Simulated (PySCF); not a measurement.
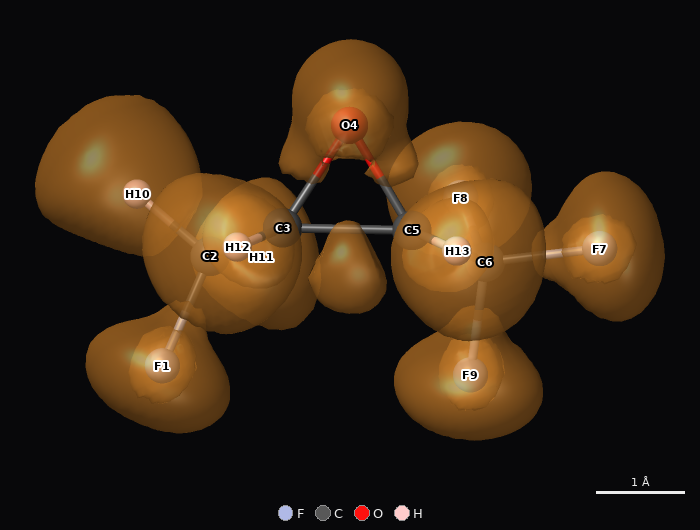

*C4H4F4O. Isosurface of the electron localisation function at 0.75 (orange), seen from one side. Only the valence region is drawn (cores and ρ < 0.01 e/Å³ removed).*

Geometry: GFN2-xTB.

Method: wB97X-D/def2-SVPD, SCF density, gas phase in PySCF.

```xyz
13

F     2.2957    0.3986   -0.9596
C     1.3363   -0.5609   -0.7797
C     0.7749   -0.4307    0.6199
O    -0.3175   -1.2187    0.9772
C    -0.5406    0.1542    0.9307
C    -1.4721    0.6825   -0.1464
F    -2.6438    1.0558    0.3804
F    -1.7351   -0.2049   -1.1073
F    -0.9627    1.7691   -0.7481
H     1.8263   -1.5350   -0.8898
H     0.5850   -0.4305   -1.5621
H     1.5469   -0.3319    1.3821
H    -0.6977    0.6529    1.8848
```

Q: Where are the electrons localised?

A: The ELF exceeds this value in three regions between bonded C–C atoms (shared pairs), four regions around hydrogen nuclei, four regions on F in which the atom's valence shell and bonds are merged and one region on O in which the atom's valence shell and bonds are merged. Profiles from the grid: C–F (1.33 Å): the ELF peaks at about 0.85 between the atoms (a polar covalent bond). C–O (1.39 Å): the ELF peaks at about 0.80 between the atoms; a polar covalent bond.
